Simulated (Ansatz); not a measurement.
Response to strain in SnS

The reference is SnS in the GeS type structure (space group Pnma, No. 62; a = 11.155 Å, b = 4.000 Å, c = 4.261 Å). Axes: x, y, z lie along a, b, c of the conventional cell.

Strains are applied to the cell and any free atomic positions relax; under biaxial strain the out-of-plane vector relaxes too.

All numbers come from PBE-D3(BJ) (Ansatz, an electronic-structure program), no spin-orbit coupling, earlier PAW set.

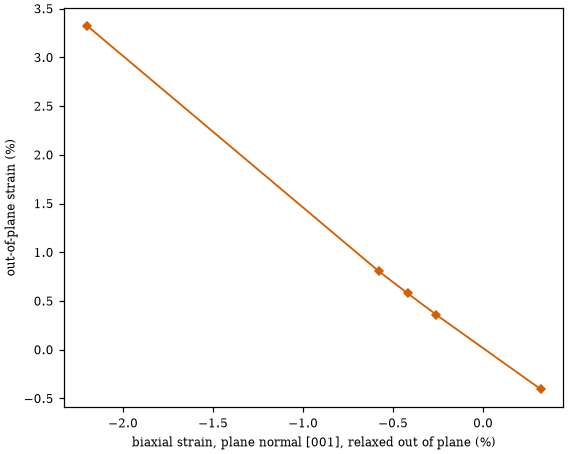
*Out-of-plane strain against biaxial strain, plane normal [001], relaxed out of plane*

| biaxial strain, plane normal [001], relaxed out of plane (%) | out-of-plane strain |
|---|---|
| -2.2 | +3.32 % |
| -0.58 | +0.81 % |
| -0.42 | +0.58 % |
| -0.26 | +0.36 % |
| 0.32 | -0.41 % |

No phonon test of stability was made.
